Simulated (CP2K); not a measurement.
# CH7NOSi (SMILES OCN[SiH3]): GFN1-xTB

What is the vertical singlet–triplet gap of CH7NOSi at GFN1-xTB? 

Program for the calculation: CP2K 2026.2.

4 further runs of the same task are left out: 1 that didn't finish, 3 set aside as unsound or not needed. Runs told in other sessions of the task aren't counted.

## 1. Starting point

CH7NOSi has 11 atoms, charge 0, and is taken as a singlet. As SMILES, `OCN[SiH3]`. Geometry: relaxed at PBE0-D4/def2-TZVP. This is one conformer, not always the lowest.

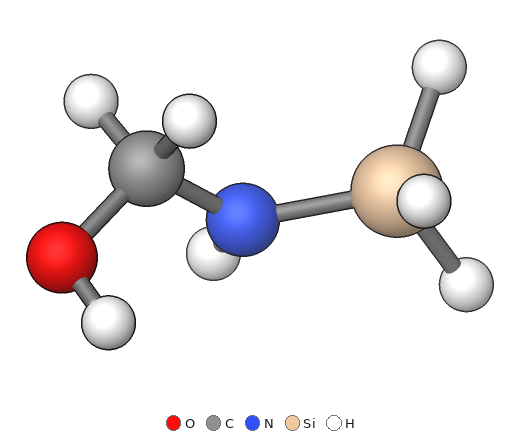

Viewed from a chosen angle; oxygen red, carbon grey, nitrogen blue, silicon light orange, hydrogen white.

## 2. A single-point energy at GFN1-xTB

File molecule.xyz:

```xyz
11

O     -1.208000     1.808500    -0.668400
C     -0.009800     1.197800    -0.260600
N      0.021500    -0.204300    -0.552200
Si     0.472500    -1.425900     0.571200
H     -1.930700     1.291100    -0.299300
H      0.776900     1.753100    -0.781300
H      0.150800     1.320600     0.820400
H      0.033200    -0.410500    -1.539700
H     -0.212700    -1.140500     1.860100
H      1.934400    -1.515500     0.858100
H      0.037100    -2.731600     0.012700
```

File mol.inp:

```
&force_eval
  method QS
  &dft
    charge 0
    multiplicity 1
    &qs
      method XTB
      eps_default 1.0E-10
      &xtb
        gfn_type 1
        check_atomic_charges F
      &end
    &end
    &poisson
      periodic NONE
      poisson_solver ANALYTIC
    &end
    &scf
      scf_guess ATOMIC
      eps_scf 1.0E-07
      max_scf 100
      added_mos 8
      &diagonalization
        algorithm STANDARD
      &end
      &mixing
        method DIRECT_P_MIXING
        alpha 0.4
      &end
      &smear ON
        method FERMI_DIRAC
        electronic_temperature [K] 300
      &end
    &end
    &print
      &moments
        periodic F
        reference COM
        max_moment 1
      &end
      &mo ON
        energies T
        occupation_numbers T
        ndigits 6
        &each
          qs_scf 0
        &end
        add_last NUMERIC
      &end
      &hirshfeld OFF
      &end
    &end
  &end
  &subsys
    &cell
      abc [angstrom] 11.9 12.5 11.4
      periodic NONE
    &end
    &topology
      coord_file_name molecule.xyz
      coord_file_format XYZ
      &center_coordinates
      &end
    &end
  &end
&end
&global
  project mol
  run_type ENERGY
  print_level MEDIUM
&end
```

Started as:

```bash
$ OMP_NUM_THREADS=1 cp2k.psmp -i mol.inp -o mol.out
```

The program printed:

```text
CP2K| version string:                                       CP2K version 2026.2
[...]
 GLOBAL| Method name                                                        CP2K
[...]
 GLOBAL| Run type                                                         ENERGY
[...]
                             - Atoms:                                         11
[...]
                             - Spherical basis functions:                     35
[...]
 Number of electrons:                                                         26
[...]
     1 P_Mix/Diag. 0.40E+00    0.0     0.56664297       -15.5514696366 -1.56E+01
[...]
    15 DIIS/Diag.  0.34E-07    0.0     0.00000002       -15.6769677930 -1.08E-13
  *** SCF run converged in    15 steps ***
[...]
  Fermi energy:                                                -0.22512187256082
[...]
 TB_DIPOLE| Moment [Debye]          0.24449268      -0.67690369       0.18714322
 TB_DIPOLE| Derivative [a.u.]       0.00000000       0.00000000       0.00000000
[...]
 ENERGY| Total FORCE_EVAL ( QS ) energy [hartree]            -15.676967792965668
[...]
```

Run time: 1.3 s. Hardware: 1 thread of Intel Xeon Platinum 8175M at 2.50GHz (Skylake/Cascade Lake), shared host; peak memory 0.2 GiB.

## 3. The triplet, same level

molecule.xyz is that of step 2.

File job.inp:

```
&GLOBAL
 PROJECT job
 RUN_TYPE ENERGY
 PRINT_LEVEL MEDIUM
&END
&FORCE_EVAL
 METHOD Quickstep
 &DFT
  MULTIPLICITY 3
  UNRESTRICTED_KOHN_SHAM T
  &QS
   METHOD XTB
   EPS_DEFAULT 1.0E-10
   &XTB
    GFN_TYPE 1
    CHECK_ATOMIC_CHARGES F
   &END
  &END
  &POISSON
   PERIODIC NONE
   POISSON_SOLVER ANALYTIC
  &END
  &SCF
   SCF_GUESS ATOMIC
   EPS_SCF 1.0E-07
   MAX_SCF 40
   &OT
    MINIMIZER CG
    PRECONDITIONER FULL_SINGLE_INVERSE
   &END
   &OUTER_SCF
    EPS_SCF 1.0E-07
    MAX_SCF 10
   &END
  &END
  &PRINT
   &MOMENTS
    PERIODIC F
    REFERENCE COM
    MAX_MOMENT 1
   &END
   &MO_CUBES
    NLUMO 3
    NHOMO -1
    WRITE_CUBE F
   &END
   &HIRSHFELD OFF
   &END
  &END
 &END
 &SUBSYS
  &CELL
   ABC 11.9 12.5 11.4
   PERIODIC NONE
  &END
  &TOPOLOGY
   COORD_FILE_NAME molecule.xyz
   COORD_FILE_FORMAT XYZ
   &CENTER_COORDINATES
   &END
  &END
 &END
&END
```

Started as:

```bash
$ OMP_NUM_THREADS=1 cp2k.psmp -i job.inp -o job.out
```

The program printed:

```text
CP2K| version string:                                       CP2K version 2026.2
[...]
 GLOBAL| Method name                                                        CP2K
[...]
 GLOBAL| Run type                                                         ENERGY
[...]
                             - Atoms:                                         11
[...]
                             - Spherical basis functions:                     35
[...]
 Number of electrons:                                                         14
[...]
     1 OT CG       0.80E-01    0.1     0.05181783       -15.3104765279 -1.53E+01
[...]
    36 OT CG       0.17E+00    0.0     0.00000008       -15.4269289402 -8.86E-13
  *** SCF run converged in    36 steps ***
[...]
 TB_DIPOLE| Moment [Debye]          0.48285119       0.13581734      -0.37155197
 TB_DIPOLE| Derivative [a.u.]       0.00000000       0.00000000       0.00000000
[...]
 ENERGY| Total FORCE_EVAL ( QS ) energy [hartree]            -15.426928940187009
[...]
```

Run time: 2.8 s. Hardware: 1 thread of Intel Xeon Platinum 8175M at 2.50GHz (Skylake/Cascade Lake), shared host; peak memory 0.2 GiB.

## 4. Summary of results

At GFN1-xTB:

| quantity | value |
| --- | --- |
| singlet: total energy | -15.67697 Eh |
| singlet: dipole moment (from atomic charges alone) | 0.74 D |
| singlet: HOMO energy | -11.49 eV |
| singlet: LUMO energy | -5.23 eV |
| singlet: HOMO–LUMO gap | 6.26 eV |
| singlet: dispersion energy | -8.24 kJ/mol |
| triplet: total energy | -15.42693 Eh |
| triplet: dipole moment (from atomic charges alone) | 0.62 D |
| triplet: HOMO energy (highest over α and β) | -4.97 eV |
| triplet: dispersion energy | -8.24 kJ/mol |
| vertical energy of the triplet above the singlet | 6.804 eV |

**Reading.** The method runs without spin polarisation, so open shells lack the exchange term that lowers high spin: such gaps come out too high and can have the wrong sign. At this shape the triplet lies 6.80 eV (656 kJ/mol) above the singlet. The dipole (singlet) comes from point charges on the atoms alone, without atomic dipoles, so it is partial. The dipole (triplet) comes from point charges on the atoms alone, without atomic dipoles, so it is partial.
